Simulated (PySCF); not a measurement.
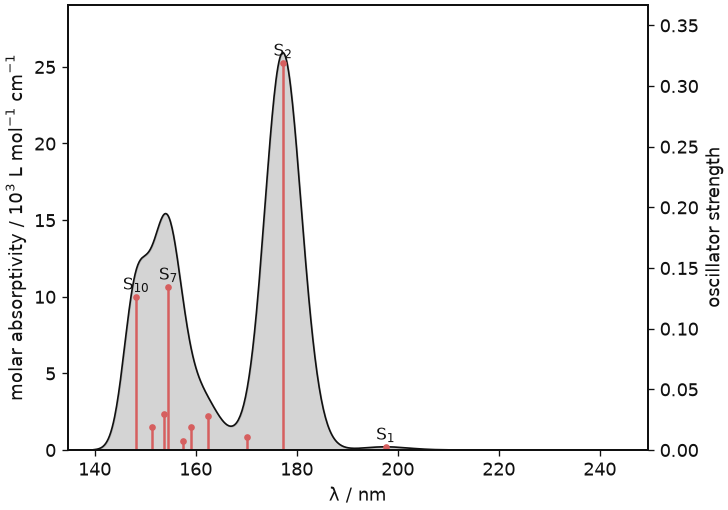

Vertical TDDFT excitations, ωB97X-D/def2-SVPD with PySCF, at a PBE0-D3(BJ)/def2-SVP geometry (no frequency check), gas phase. The lowest 10 singlet states are shown; each is broadened by a Gaussian of 1/e half-width 0.20 eV. Sticks give oscillator strengths (right axis).

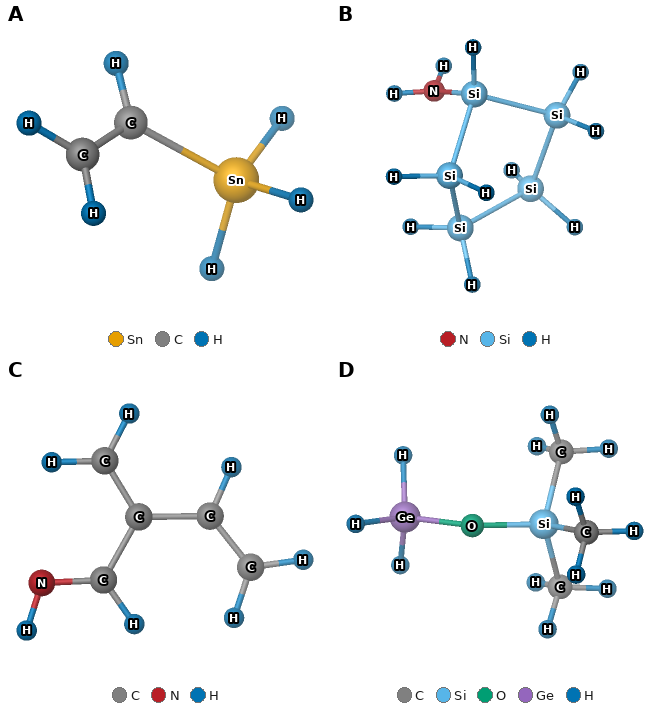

> Which molecule gives this spectrum? Choose among the lettered structures.

Structure A, C₂H₆Sn, singlet. Its lowest singlet lies at 6.27 eV (f = 0.003) and the brightest of those computed is S2 at 6.99 eV (177 nm), f = 0.319, mainly HOMO → LUMO (96 %).

Caveats: effective core potentials, which hold scalar relativity, on atoms heavier than Kr; spin-orbit coupling is left out, and with Sn it can shift these levels and split any degenerate set; core orbitals are frozen in the response.
